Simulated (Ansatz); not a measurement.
```xyz
3

Ti   -1.4350    0.1960   -0.0054
S     0.5872   -1.0568   -0.1920
S     0.8478    0.8607    0.1973
```

Geometry: PBE0-D4/def2-TZVP.

These are results of Ansatz 0.2.0, UKS PBE0-D4/def2-TZVP, not measurements.

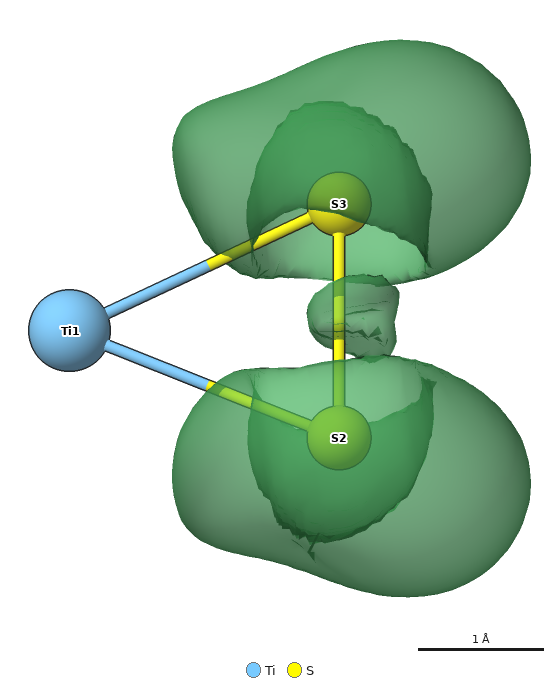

S2Ti (charge +1, quartet). Isosurface of the ELF at 0.75 (green), seen at a tilt. Core shells and regions of very low density are left out.

> Where are the electrons localised?

The ELF exceeds this value in one region between bonded S–S atoms (shared pairs) and two regions wrapped around S (the valence shell of each). Along the contacts the grid gives the following. S–S (1.97 Å): the ELF peaks at about 0.80 between the atoms, as expected for localised, covalent bonding. Ti–S (2.39 Å): the ELF peaks at about 0.85 in the valence shell of S, 0.9 Å from its nucleus, and is about 0.40 at the midpoint.
